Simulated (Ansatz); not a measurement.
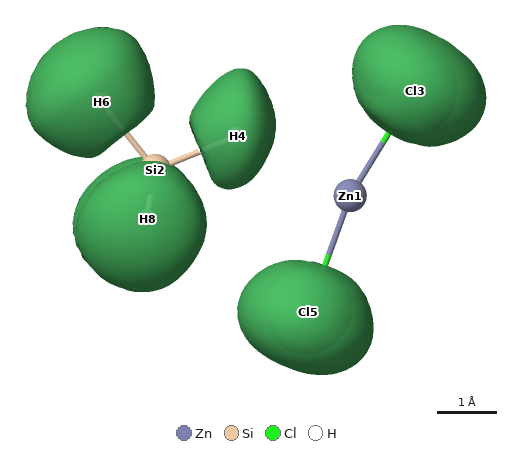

*Cl₂Zn···SiH₄. Isosurface of the electron localisation function at 0.8 (green), seen at an oblique angle. Only the valence region is drawn (cores and ρ < 0.01 e/Å³ removed).*

These are results of RKS B3LYP-D4/def2-SVP in Ansatz 0.2.0, not measurements.

Input

```
crystal:
  periodic: [false, false, false]
  atoms:
    - { symbol: Zn, position_ang: [-1.371851, -1.072566, -1.429113] }
    - { symbol: Si, position_ang: [0.853323, 0.631107, 0.87893] }
    - { symbol: Cl, position_ang: [-0.78491, -3.096978, -1.227204] }
    - { symbol: H, position_ang: [-0.115666, 0.20046, -0.112421] }
    - { symbol: Cl, position_ang: [-2.071142, 0.997186, -1.711623] }
    - { symbol: H, position_ang: [1.871426, -0.434981, 1.090009] }
    - { symbol: H, position_ang: [1.49544, 1.870402, 0.365004] }
    - { symbol: H, position_ang: [0.12318, 0.905369, 2.146219] }
basis:
  gaussian: { orbitals: def2-SVP }
hamiltonian:
  xc: b3lyp
  dispersion: d4
relax:
  f_tol: 0.03
  max_steps: 50
output:
  orbitals: {}
```

Run with:

```sh
ansatz run input.yaml --threads 2 --pin off --max-ram 3072MiB --backend cpu --events-out ev --progress --plain --runs-dir out
```

The fields are those of the relaxed geometry.

### Where are the electrons localised?

The ELF exceeds this value in four regions around hydrogen nuclei and two regions wrapped around Cl (the valence shell of each). Profiles from the grid: Zn1···H4 (2.20 Å): the ELF dips to about 0.10 between them. Zn–Cl (2.12 Å): the ELF peaks at about 0.85 in the valence shell of Cl, 0.8 Å from its nucleus, and is about 0.40 at the midpoint.
